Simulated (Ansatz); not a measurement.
**C₆H₄Si: density, localisation and related maps**

```yaml
atoms:
  - { symbol: C, position_ang: [-1.9558, -0.0303, -2.9497] }
  - { symbol: C, position_ang: [-1.0745, 0.1347, -2.1281] }
  - { symbol: C, position_ang: [1.2463, 1.8452, -1.3314] }
  - { symbol: C, position_ang: [1.9120, 2.8205, -1.6220] }
  - { symbol: C, position_ang: [1.3091, -1.0991, -0.8081] }
  - { symbol: C, position_ang: [2.0168, -2.0864, -0.7499] }
  - { symbol: Si, position_ang: [0.2391, 0.3851, -0.8775] }
  - { symbol: H, position_ang: [-2.7335, -0.1767, -3.6787] }
  - { symbol: H, position_ang: [-0.3831, 0.6087, 0.4549] }
  - { symbol: H, position_ang: [2.5017, 3.6822, -1.8815] }
  - { symbol: H, position_ang: [2.6435, -2.9595, -0.7012] }
```

Geometry: PBE0-D4/def2-SVP.

Theory: isolated molecule in a Gaussian basis; Kohn-Sham density functional theory, functional PBE0 (Ansatz 0.2.0).

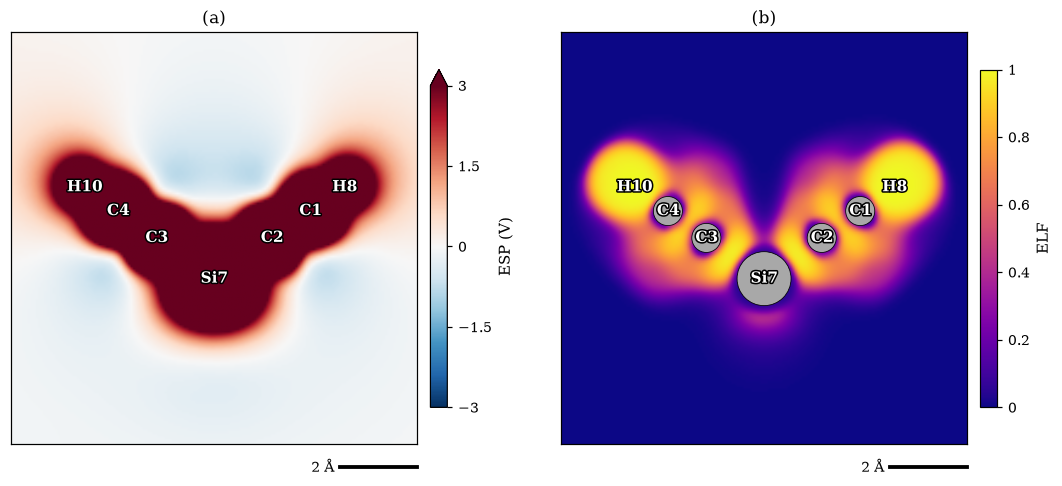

Figure 1. (a) molecular electrostatic potential; (b) electron localisation function on the plane of atoms C2, Si7 and C3. Grey discs cover the atomic cores in the ELF map.

**What does the map show?**

The section cuts through C, Si and H sites. C–C (1.22 Å): the ELF peaks at about 0.85 between the atoms: a short, multiple covalent bond. C–Si (1.83 Å): the ELF peaks at about 0.95 between the atoms (a covalent bond). C–H (1.08 Å): the ELF climbs to about 1 towards the hydrogen, as it does in any bond to H; an ordinary covalent bond to hydrogen. Outside the dense part of the molecule the potential is most negative (−0.8 V) near C2 and C3.

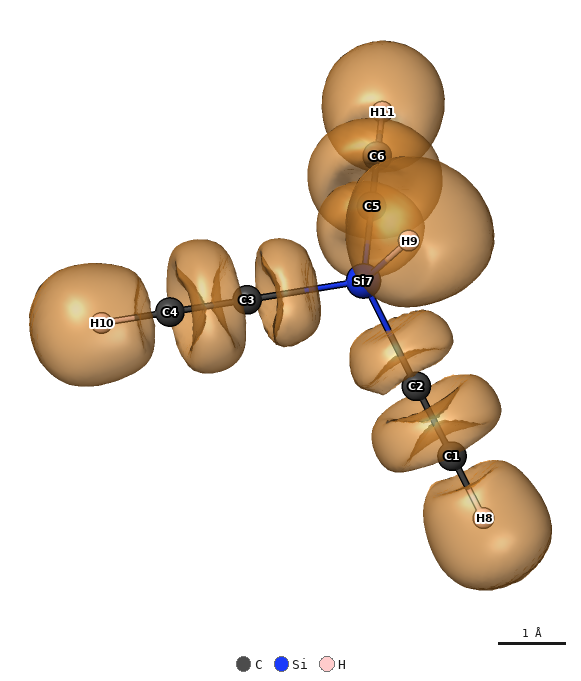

Figure 2. Isosurface of the electron localisation function at 0.75 (orange), seen at a tilt. Only the valence region is drawn (cores and ρ < 0.01 e/Å³ removed).

**Where are the electrons localised?**

At this value the surface marks out three regions between bonded C–C atoms (shared pairs), three regions between bonded C–Si atoms (shared pairs) and four regions around hydrogen nuclei.

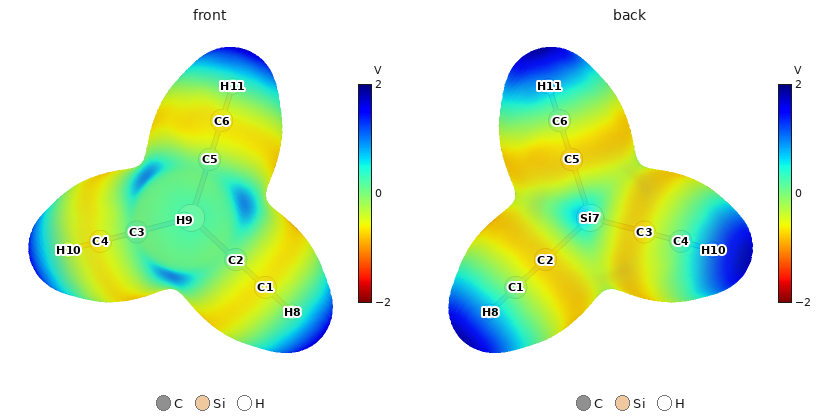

Figure 3. The electrostatic potential painted on the density surface at 0.002 e/bohr³, seen from the front and from behind; red is negative and blue positive.

**Which sites attract a positive test charge, and which a negative one?**

A positive charge is drawn to the negative regions and a negative charge to the positive ones. The most negative region (about −0.8 V) lies over the C atoms, the most positive (about +1.8 V) over H8, H10 and H11.
